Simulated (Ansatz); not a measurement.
C2H2Zn (SMILES C#[C][ZnH])

```xyz
5

C    -1.2811    0.6310    0.6558
C    -0.2943    0.1426    0.1527
Zn    1.2400   -0.6120   -0.6337
H    -2.1503    1.0615    1.0988
H     2.4857   -1.2230   -1.2736
```

Geometry: PBE0-D4/def2-TZVP.

Method: RKS PBE0-D4/def2-TZVPP (Ansatz 0.2.0).

Predict the electron density and electron localisation function between the atoms.

C–C (1.21 Å): the density is about 2.9 e/Å³ at the midpoint; the ELF peaks at about 0.85 between the atoms (a multiple bond).
C–Zn (1.88 Å): the density is about 0.85 e/Å³ at the midpoint; the ELF peaks at about 0.90 in the valence shell of C, 0.7 Å from its nucleus, and is about 0.35 at the midpoint.
C–H (1.07 Å): the density is about 2.1 e/Å³ at the midpoint; the ELF climbs to about 1 towards the hydrogen, as it does in any bond to H: a covalent bond by its length.
Zn–H (1.53 Å): ρ is about 1.2 e/Å³ halfway; the ELF climbs to about 1 towards the hydrogen.

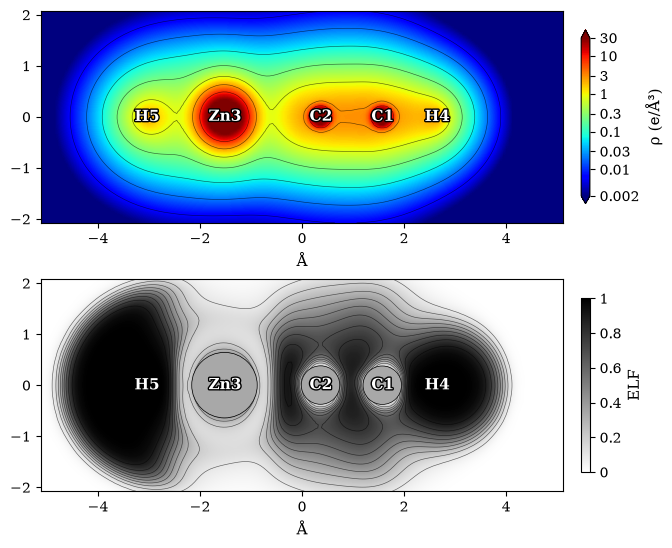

Computed electron density and electron localisation function on a plane that holds the molecular axis, in this order. Grey discs cover the atomic cores in the ELF map. 
